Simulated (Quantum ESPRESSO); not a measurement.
# Carrying a functional's shift from two faces of Al to a third

Method. Quantum ESPRESSO 7.5 (pw.x, pp.x), PseudoDojo norm-conserving files, cold smearing of 0.02 Ry; slabs at the tabulated lattice constant, relaxed under PBE by Ansatz 0.2.0; both functionals on the same atoms. Work functions in eV.

| face | area an atom (Å²) | PBE | LDA |
| --- | --- | --- | --- |
| (111) | 7.10 | 4.104 | 4.266 |
| (100) | 8.20 | 4.224 | 4.366 |
| (110) | 11.60 | 4.030 | withheld |

**Question.** What does LDA give for (110)?

**Fit.** The shifts from PBE are 4.266 − 4.104 = +0.162 eV and 4.366 − 4.224 = +0.142 eV, +0.152 eV in the mean. A rigid shift gives 4.030 + (+0.152) = 4.182 eV.

**The withheld run.** 4.196 eV; the estimate misses by −0.014 eV. The shift is rigid within 0.03 eV, so differences between faces carry over. The measured value for this face is 4.23 eV (“Properties of real metallic surfaces: Effects of density functional semilocality and van der Waals nonlocality” (2017, arxiv:1702.08515)): PBE is off by −0.20 eV and LDA by −0.03 eV; other measurements of a face can differ by 0.1 to 0.2 eV.

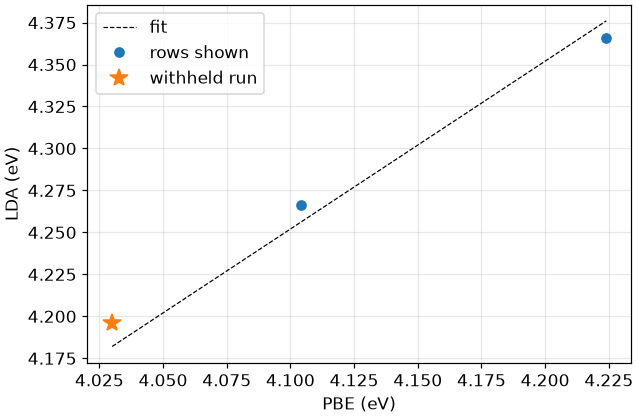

The rows shown, the fit and the withheld run.

Caveats: Thin, unreconstructed slabs; thickness and mesh leave some 0.05 to 0.1 eV open, which largely cancels in the shift.
